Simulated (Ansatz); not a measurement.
Fields on a plane of RuP2 (space group Pnnm)

```xyz
6
Lattice="5.1027 0.0000 0.0000 0.0000 5.8686 0.0000 0.0000 0.0000 2.8620" Properties=species:S:1:pos:R:3 pbc="T T T"
P      1.7223     5.1164     1.4310
P      3.3804     0.7522     1.4310
P      4.2736     3.6865     0.0000
P      0.8291     2.1821     0.0000
Ru     2.5513     2.9343     1.4310
Ru     0.0000     0.0000     0.0000
```

The slice is a (010) plane (indices of the conventional cell) through the point (0.163, 0.372, 0.000) (fractional), spanned by u = [001] and v = [100] in vectors of this cell: u (2.86 Å) and v (5.10 Å, at 90° to u). It covers one period; positions are fractions (u, v).

Atoms on it: P at (0.00, 0.00). Other atoms lie within 1 Å of the plane.

Level of theory: PBEsol (plane waves to 420 eV, PAW, scalar-relativistic; Ansatz, a quantum-chemistry and plane-wave program). k mesh 7×6×11. Inside the PAW spheres the values are not all-electron values, and peaks at nuclei hang on which shells count as valence. RuP2 is run without spin polarisation. RuP2 was relaxed with its symmetry unable to fall.

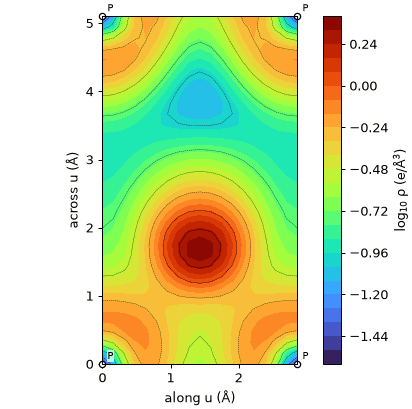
Fig. 1. Log₁₀ of the valence density in e/Å³, one period of the plane, atoms marked. The scale is logarithmic, as a density can span decades between atoms and voids.

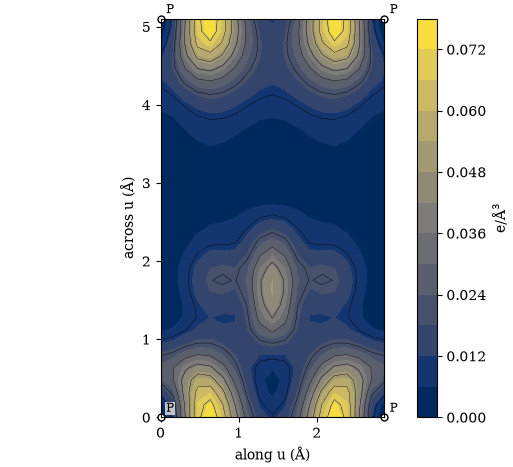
Figure. Density of the lowest conduction band (whole band as if filled, smooth part) in e/Å³, one period of the plane, atoms marked.
